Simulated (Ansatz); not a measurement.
**Energy against volume for Li5SbO5 (space group C2/m)**

Li$_{5}$SbO$_{5}$ (space group C2/m)

```xyz
11
Lattice="4.8363 -2.0143 0.0000 4.8363 2.0143 0.0000 -1.8834 0.0000 5.4857" Properties=species:S:1:pos:R:3 pbc="T T T"
Li     1.5511     0.0000     3.6047
Li     6.2381     0.0000     1.8810
Li    -0.9417     0.0000     2.7429
Li     5.0403     0.0000     4.7180
Li     2.7489     0.0000     0.7678
Sb     0.0000     0.0000     0.0000
O     -0.1525     0.0000     4.5298
O      7.9418     0.0000     0.9559
O      4.8363     0.0000     0.0000
O      6.8618     0.0000     3.7382
O      0.9275     0.0000     1.7475
```

This relaxed cell (volume V₀) is scaled evenly in all directions, its shape held. The atoms relax within the cell's symmetry.

These are PBEsol (plane waves to 420 eV, PAW, scalar-relativistic; Ansatz, an electronic-structure program) values and carry that method's errors. k mesh 7×7×5 (Γ-centred), Fermi-Dirac smearing 0.05 eV. Energies are smeared free energies. Compression counts positive. With the shape held, the modulus is that of even scaling; a crystal free to change shape is softer. Li5SbO5 was relaxed with its symmetry unable to fall. Spin-orbit coupling is left out, though Sb is heavy. The zero of ΔE is the relaxed starting cell.

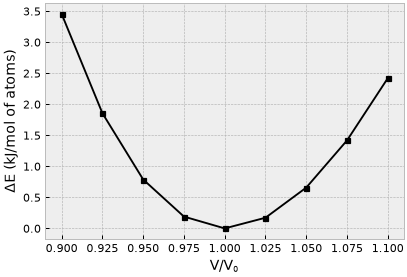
*ΔE (kJ/mol of atoms) against V/V₀; one marker a computed point.*

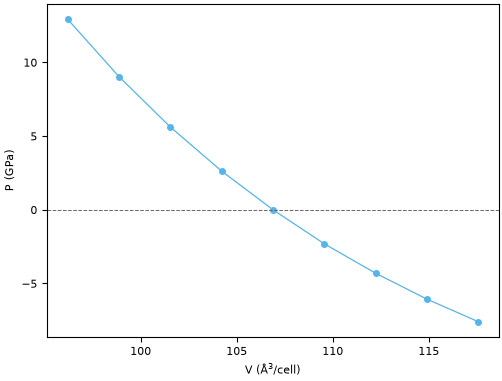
Fig. 1. P (GPa) against V (Å³/cell); computed points joined by lines.

The equilibrium volume of the fit is 9.72 Å³/atom and the energy cost of the largest compression is 35.8 meV/atom. The energy cost of the largest expansion comes out as 25.1 meV/atom and the bulk modulus at fixed cell shape B₀ (third-order Birch-Murnaghan fit) is 97.9 GPa. The pressure at the smallest volume comes out as 12.9 GPa.

Check by three points about V = 9.717 Å³/atom, step 0.243: d²E/dV² ≈ (2.0 − 2·0.0 + 1.8) meV / 0.243² = 0.0644 eV/Å⁶, and V·d²E/dV² × 160.2 = 100 GPa.

(Under strain, the slope of the energy per volume gives the stress and its curvature an elastic modulus.)
